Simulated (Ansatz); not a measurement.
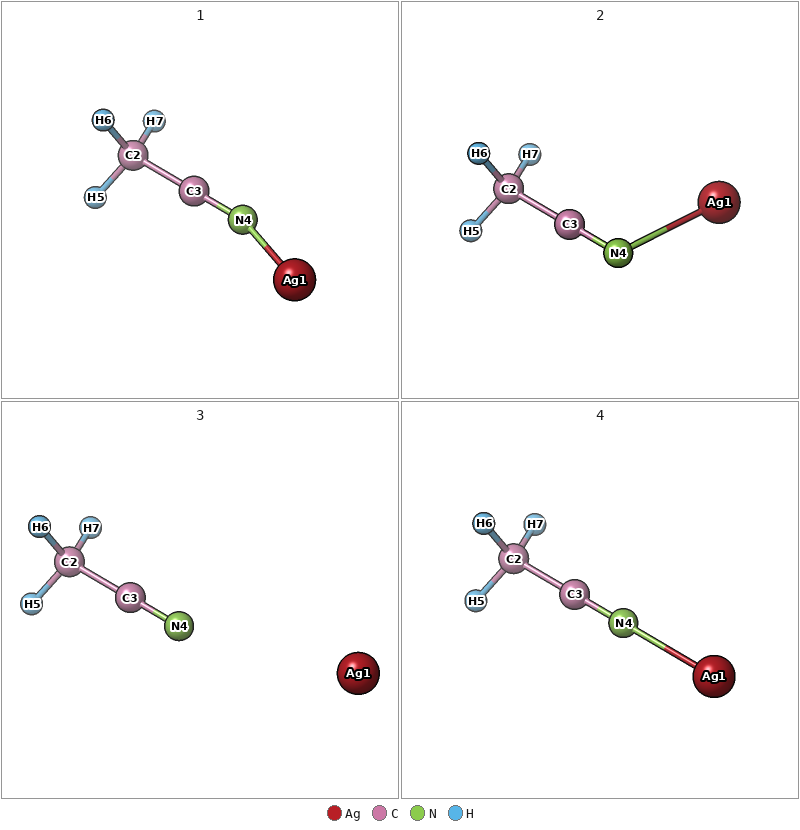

C2H3AgN, charge +1. 
- The turn is about an axis along (0.00, −0.96, −0.27) in the frame of the relaxed pair, normal to the line between the partners.
- Coordinates scanned: (1) distance N4···Ag1; (2) turn of Ag1 about N4.
- The scan uses an 11 × 11 grid.
- Points are written as (first, second).
- Energies are in kJ/mol, from the lowest grid point.
- Theory: RKS PBE0-D4/def2-SVPD (Ansatz 0.2.0).

The numbered pictures are structures from this grid.

Question: Rank them by energy, lowest first.

Answer: 4, at (2.150 Å, 0°): 0 kJ/mol; 2, at (2.150 Å, −72°): 50 kJ/mol; 1, at (1.779 Å, 18°): 83 kJ/mol; 3, at (3.505 Å, −18°): 122 kJ/mol.

The map, with the structures marked:

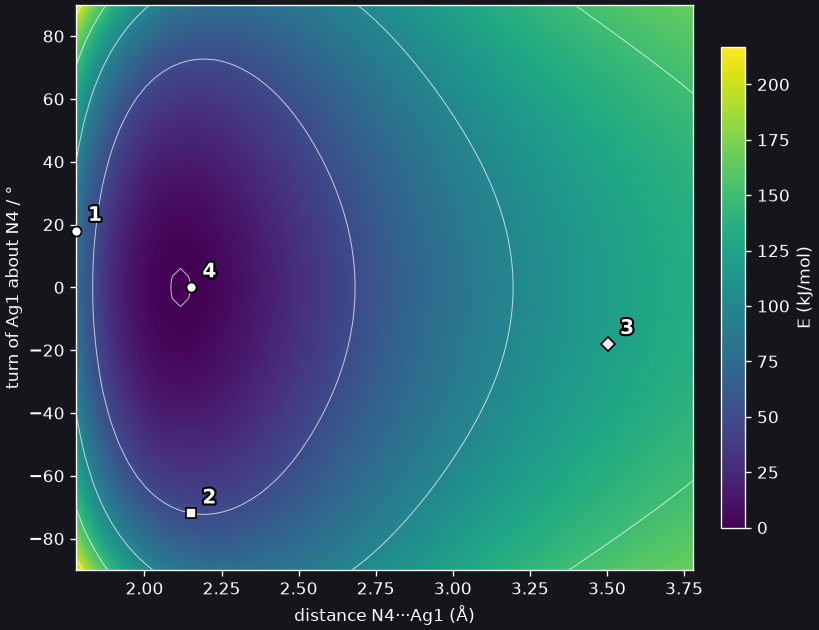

Drawn: a smooth colour map with a few white contour lines. Between grid points the surface is interpolated.
